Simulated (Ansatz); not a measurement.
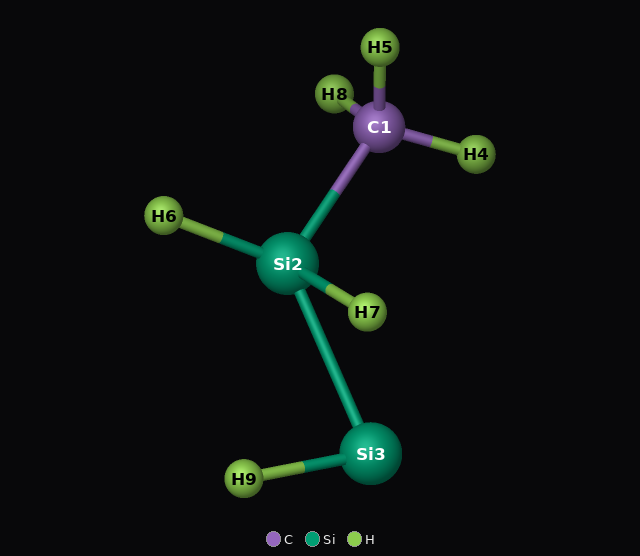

Atoms carry their numbers in the input. The computed structure is the end point of a PBE-D4/def2-SVP optimisation. No frequency run is at hand to confirm it as a minimum.

Question: Describe the coordination of atom 3.

Answer: Si3 has 2 neighbours (Si2 at 2.26, H9 at 1.55 Å); the arrangement is bent.

Question: What is the geometry at C1?

Answer: C1 has 4 neighbours (Si2 at 1.89, H4 at 1.11, H5 at 1.11, H8 at 1.11 Å); the arrangement is tetrahedral.
